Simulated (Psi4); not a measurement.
**r2SCAN/def2-TZVP run of NBrO (nitrosyl bromide)**

What is the vertical singlet–triplet gap of NBrO (nitrosyl bromide) at r2SCAN/def2-TZVP? 

The results are computed with Psi4 1.11.

6 further runs of the same task are left out: 6 that didn't finish.

### Step 1. The molecule

NBrO has 3 atoms, charge 0, and is taken as a singlet. SMILES: `O=NBr`. Geometry: relaxed at PBE0-D4/def2-TZVP.

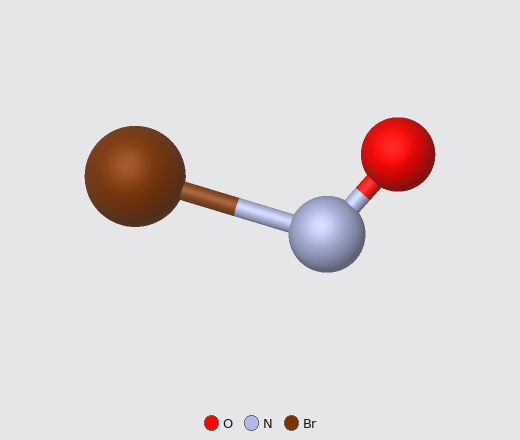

The structure, seen from a chosen angle (oxygen red, nitrogen light blue, bromine brown).

### Step 2. Energy and gradient at r2SCAN/def2-TZVP

Contents of run.py:

```python
import psi4

psi4.set_memory(2200000000)
psi4.set_num_threads(1)
psi4.set_output_file('brno.out', False)

m = psi4.geometry("""
0 1
O
N 1 1.125567
Br 2 2.116649 1 114.88754
symmetry c1
""")

options = {'basis': 'def2-TZVP', 'puream': True, 'e_convergence': 1e-09, 'd_convergence': 1e-08, 'scf_type': 'pk', 'dft_radial_points': 99, 'dft_spherical_points': 590}
psi4.set_options(options)

e, wfn = psi4.gradient('r2scan', return_wfn=True)
print('gradient / Eh bohr^-1')
print(e.np.round(6))
print(f'energy = {wfn.energy():.10f} Eh')
for k, v in sorted(psi4.core.scalar_variables().items()):
    print(f'{k:45s} {v:18.10f}')
```

Launch:

```
$ python run.py
```

brno.out:

```text
[...]
  Running in c1 symmetry.
[...]
  Nuclear repulsion =  140.795789372551837
[...]
  Multiplicity = 1
[...]
  Nalpha       = 25
  Nbeta        = 25
[...]
    Number of basis functions: 110
[...]
   @RKS iter   1: -2703.61671405821244   -1.30503e+00   1.48453e-02 DIIS/ADIIS
[...]
   @RKS iter  14: -2704.03728752815914   -9.09495e-13   2.25756e-09 DIIS
[...]
    Orbital Energies [Eh]
    ---------------------
    Doubly Occupied:
       1A   -482.217866     2A    -62.292971     3A    -56.073928
       4A    -56.071858     5A    -56.070958     6A    -19.126741
       7A    -14.379534     8A     -8.626254     9A     -6.430403
      10A     -6.423230    11A     -6.420185    12A     -2.528563
      13A     -2.527262    14A     -2.525110    15A     -2.519828
      16A     -2.519641    17A     -1.275295    18A     -0.751866
      19A     -0.665776    20A     -0.537736    21A     -0.534058
      22A     -0.503353    23A     -0.279467    24A     -0.272181
      25A     -0.264970
[...]
  @RKS Final Energy: -2704.03728752815914
   => Energetics <=
    Nuclear Repulsion Energy =            140.7957893725518375
    One-Electron Energy =               -4039.8195540286783398
    Two-Electron Energy =                1301.5955100441640298
    DFT Exchange-Correlation Energy =    -106.6090329161971511
    Empirical Dispersion Energy =           0.0000000000000000
    VV10 Nonlocal Energy =                  0.0000000000000000
    Total Energy =                      -2704.0372875281591405
[...]
 Multipole Moments:
 ------------------------------------------------------------------------------------
     Multipole            Electronic (a.u.)      Nuclear  (a.u.)        Total (a.u.)
 ------------------------------------------------------------------------------------
 L = 1.  Multiply by 2.5417464519 to convert [e a0] to [Debye]
 Dipole X            :          3.8806231           -4.4589291           -0.5783060
 Dipole Y            :         -3.0045473            3.4665597            0.4620124
 Dipole Z            :          0.0000000            0.0000000            0.0000000
 Magnitude           :                                                    0.7401982
[...]
  -Total Gradient:
     Atom            X                  Y                   Z
    ------   -----------------  -----------------  -----------------
       1        0.001140451337    -0.018293369917     0.000000000000
       2        0.004768340535     0.014815356635     0.000000000000
       3       -0.006155097048     0.003533184582     0.000000000001
[...]
```

The script printed:

```text
gradient / Eh bohr^-1
[[ 0.00114  -0.018293  0.      ]
 [ 0.004768  0.014815  0.      ]
 [-0.006155  0.003533  0.      ]]
energy = -2704.0372875282 Eh
CURRENT ENERGY                                  -2704.0372875282
CURRENT REFERENCE ENERGY                        -2704.0372875282
DD SOLVATION ENERGY                                 0.0000000000
DFT FUNCTIONAL TOTAL ENERGY                     -2704.0372875282
DFT TOTAL ENERGY                                -2704.0372875282
DFT VV10 ENERGY                                     0.0000000000
DFT XC ENERGY                                    -106.6090329162
GRID ELECTRONS ALPHA                               24.9999999565
GRID ELECTRONS BETA                                24.9999999565
GRID ELECTRONS TOTAL                               49.9999999130
NUCLEAR REPULSION ENERGY                          140.7957893726
ONE-ELECTRON ENERGY                             -4039.8195540287
PCM POLARIZATION ENERGY                             0.0000000000
PE ENERGY                                           0.0000000000
SCF ITERATION ENERGY                            -2704.0372875282
SCF ITERATIONS                                     14.0000000000
SCF TOTAL ENERGY                                -2704.0372875282
TWO-ELECTRON ENERGY                              1301.5955100442
XC GRID RADIAL POINTS                              99.0000000000
XC GRID SPHERICAL POINTS                          590.0000000000
XC GRID TOTAL POINTS                           165501.0000000000
```

It took 99 s on 1 thread of Intel Xeon at 2.50GHz (Skylake/Cascade Lake), shared host; peak memory 0.87 GiB.

### Step 3. The triplet

Contents of calc.dat:

```
memory 2200 MB

molecule {
  0 3
  O      0.941780    -0.646800     0.448530
  N     -0.044940    -0.636480    -0.092930
  Br    -0.896840     1.283280    -0.355590
  symmetry c1
}

set basis def2-TZVP
set reference uks
set puream true
set e_convergence 1e-09
set d_convergence 1e-08
set scf_type pk
set dft_radial_points 99
set dft_spherical_points 590
set maxiter 100

energy_value, wavefunction = gradient("r2scan", return_wfn=True)
oeprop(wavefunction, "DIPOLE", "MAYER_INDICES", "LOWDIN_CHARGES", title="R2SCAN")
```

Launch:

```
$ psi4 calc.dat calc.out -n 1
```

calc.out:

```text
[...]
  Running in c1 symmetry.
[...]
  Nuclear repulsion =  140.795785520346357
[...]
  Multiplicity = 3
[...]
  Nalpha       = 26
  Nbeta        = 24
[...]
    Number of basis functions: 110
[...]
   @UKS iter   1: -2703.63002558196240   -1.31834e+00   1.40893e-02 ADIIS/DIIS
[...]
   @UKS iter  15: -2703.96938199309670   -5.00222e-12   5.99503e-09 DIIS
[...]
   @S^2 Observed:                2.011879715E+00
[...]
    Orbital Energies [Eh]
    ---------------------
    Alpha Occupied:
       1A   -482.261422     2A    -62.334685     3A    -56.119304
       4A    -56.112492     5A    -56.112406     6A    -19.090706
       7A    -14.314086     8A     -8.668195     9A     -6.480209
      10A     -6.460061    11A     -6.459957    12A     -2.576653
      13A     -2.571609    14A     -2.571543    15A     -2.556441
      16A     -2.556440    17A     -1.241020    18A     -0.783313
      19A     -0.663444    20A     -0.526216    21A     -0.522507
      22A     -0.493662    23A     -0.307533    24A     -0.304654
      25A     -0.299348    26A     -0.185287
    Alpha Virtual:
[...]
  @UKS Final Energy: -2703.96938199309670
   => Energetics <=
    Nuclear Repulsion Energy =            140.7957855203463566
    One-Electron Energy =               -4039.0323575162310590
    Two-Electron Energy =                1300.9360340322307366
    DFT Exchange-Correlation Energy =    -106.6688440294426385
    Empirical Dispersion Energy =           0.0000000000000000
    VV10 Nonlocal Energy =                  0.0000000000000000
    Total Energy =                      -2703.9693819930967038
[...]
  -Total Gradient:
     Atom            X                  Y                   Z
    ------   -----------------  -----------------  -----------------
       1       -0.100224293980     0.014215639034     0.000000000000
       2        0.089363143235    -0.007028199401    -0.000000000001
       3        0.010946818276    -0.007035487614     0.000000000001
[...]
 Multipole Moments:
 ------------------------------------------------------------------------------------
     Multipole            Electronic (a.u.)      Nuclear  (a.u.)        Total (a.u.)
 ------------------------------------------------------------------------------------
 L = 1.  Multiply by 2.5417464519 to convert [e a0] to [Debye]
 Dipole X            :         -3.4116146            3.4253501            0.0137355
 Dipole Y            :          4.4894819           -4.4906636           -0.0011817
 Dipole Z            :          0.0000000           -0.0000000            0.0000000
 Magnitude           :                                                    0.0137862
[...]
```

Run time: 1.9 min. Hardware: 1 thread of Intel Xeon at 2.50GHz (Skylake/Cascade Lake), shared host; peak memory 0.88 GiB.

### Step 4. Outcome

At r2SCAN/def2-TZVP:

```
                                        quantity           value
                           singlet: total energy  -2704.03729 Eh
                          singlet: dipole moment          1.88 D
                            singlet: HOMO energy        -7.21 eV
                            singlet: LUMO energy        -4.75 eV
                          singlet: HOMO–LUMO gap         2.46 eV
               singlet: largest force on an atom      0.943 eV/Å
                           triplet: total energy  -2703.96938 Eh
                          triplet: dipole moment          0.04 D
     triplet: HOMO energy (highest over α and β)        -5.04 eV
                                   triplet: ⟨S²⟩           2.012
               triplet: largest force on an atom      5.205 eV/Å
vertical energy of the triplet above the singlet        1.848 eV
```

In words: At this shape the triplet lies 1.85 eV (178 kJ/mol) above the singlet. The largest force (singlet) is 0.94 eV/Å: the shape isn't a stationary point for this species at this level.
